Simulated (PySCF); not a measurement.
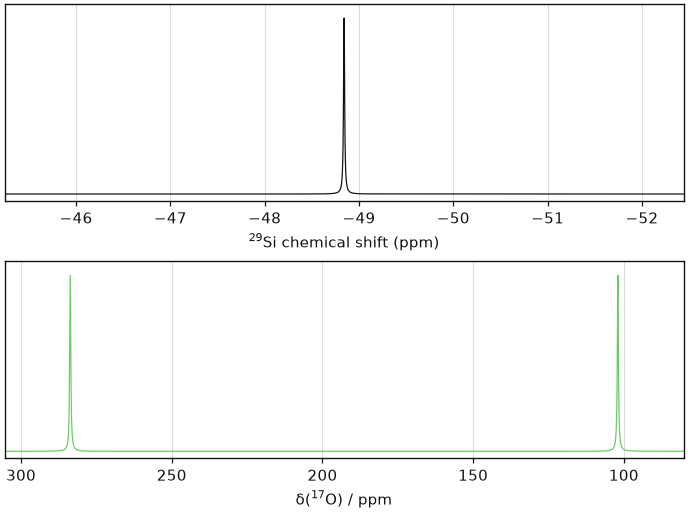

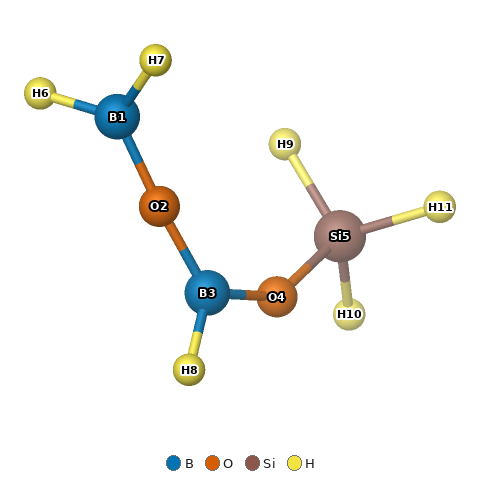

Spectrum and numbered structure of B₂SiH₆O₂, SMILES BOBO[SiH3]. GIAO shifts, PBE0/pcSseg-1 in PySCF 2.14.0, at a GFN2-xTB geometry (no frequency check), against TMS for ²⁹Si and H₂O for ¹⁷O computed at the same level (¹⁷O: a single water molecule, while the usual scale starts at liquid water and gives values some tens of ppm lower). Gas phase, fully decoupled, line heights follow the number of nuclei, widths are arbitrary (no quadrupolar broadening); values of one conformer, averaged over methyl-type rotors and exact or near symmetry; other conformers aren't averaged in.

Where does the ²⁹Si line lie?

At −48.8 ppm (Si5).

Assign the ¹⁷O signals to the numbered atoms.

| δ (ppm) | nuclei | atoms |
| --- | --- | --- |
| 283.7 | 1 | O2 |
| 102.0 | 1 | O4 |

Note: the tight-binding geometry is rougher than a DFT one and adds to the error.
